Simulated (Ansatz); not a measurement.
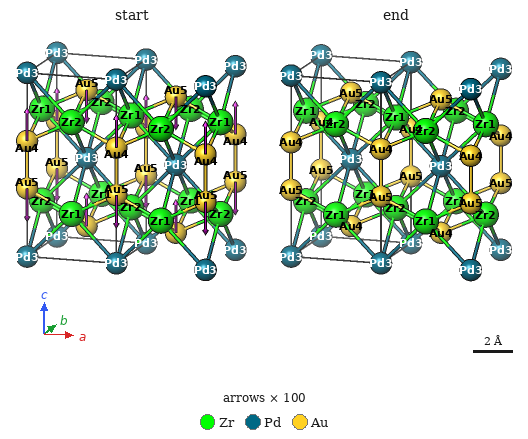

The structure of a crystal of Zr$_{2}$PdAu$_{2}$ (built on the ThCr2Si2 type) before (left) and after (right) a relaxation, at one scale. The purple arrows give the displacements (the part carried along by the change of the cell is left out), 100 times their true length.

The picture is a ball-and-stick view of the conventional cell (2 times the calculation's cell), repeated 2 × 1 × 1 with one cell outlined, seen slightly off an axis. Lengths and directions refer to the drawn axes.

Case: ThCr2Si2 type (I4/mmm, No. 139).

These are results of DFT PBE, scalar-relativistic, plane waves, PAW (Ansatz 0.2.0), not measurements. Settings: plane-wave cutoff 420 eV; k-point mesh 12 × 12 × 12; occupations gaussian; smearing width 0.1 eV; no spin polarisation; cell and atoms relaxed; force threshold 0.01 eV/Å; at most 80 steps.

### Describe what moved and what it gained.

After 4 accepted moves (5 points after the start) the energy has fallen by 0.2 meV per atom. Largest force component: 0.012 eV/Å at the start, 0.0028 eV/Å at the end. Pressure: 0.10 GPa at the start and 0.01 GPa at the end. At 1 point the geometry stayed and the basis and grid were re-selected for the new cell (energy shift of less than 0.05 meV per atom at most each time). The largest moves relative to the cell, 0.018 Å, are those of Au4 and Au5. Au4 goes along +c. Zr and Pd stay in place. The drawn cell changes at constant volume: a = b 4.846 → 4.881 Å (+0.7 %), c 9.711 → 9.570 Å (−1.5 %). Among the contacts that change: Zr1–Zr2 3.427 → 3.452 Å, Zr1–Pd3 3.430 → 3.418 Å. The space group stays I4/mmm (No. 139). Cost: 5.1 min on 1 thread of Arm Neoverse V1, with other jobs on the host, peak memory 0.85 GiB.
